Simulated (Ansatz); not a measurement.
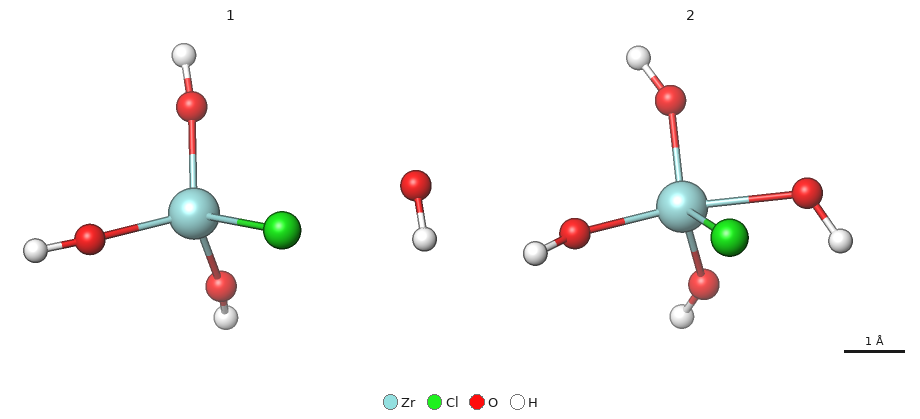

Two geometries of ZrH4O4Cl (multiplicity 2), drawn at one scale. One is the start of a relaxation, the other its converged end. The picture is a ball-and-stick view, seen face on.

Computed with Ansatz, UKS PBE/def2-SVP. (collinear spin; force threshold 0.03 eV/Å; at most 50 steps)

### Which of the two is the end point?

Structure 2 is the relaxed one. The run prepares an end point of a later path (reaction) calculation, from a guessed geometry. The largest move after the best rigid fit is that of an O atom, 1.16 Å. By element the largest moves are O 1.16 Å, H 0.83 Å, Zr 0.49 Å, Cl 0.46 Å. Near-neighbour distances that change, for instance: O–Zr 3.799 → 2.185 Å, H–Zr 4.010 → 2.786 Å, Cl–O 2.804 → 2.416 Å, Cl–Zr 2.499 → 2.606 Å. New bonds form, among them: O–Zr (3.80 → 2.19 Å). Bond angles that change, for instance: Zr–O–H 168.0° → 146.1°, Zr–O–H 171.8° → 151.6°, Zr–O–H 174.5° → 154.6°. Over 16 accepted moves (18 points after the start) the energy falls by 103.6 kJ/mol. The largest force component goes from 0.68 to 0.012 eV/Å. The line search rejected the trial steps at points 10, 13 of the run. The run took 56 s on 4 threads of Arm Neoverse V2, with other jobs on the host, peak memory 0.27 GiB.

Limits of the set-up: the start holds two separate molecules, 2.6 Å apart at their closest, whose relative position is a soft coordinate and is computed without a dispersion correction.
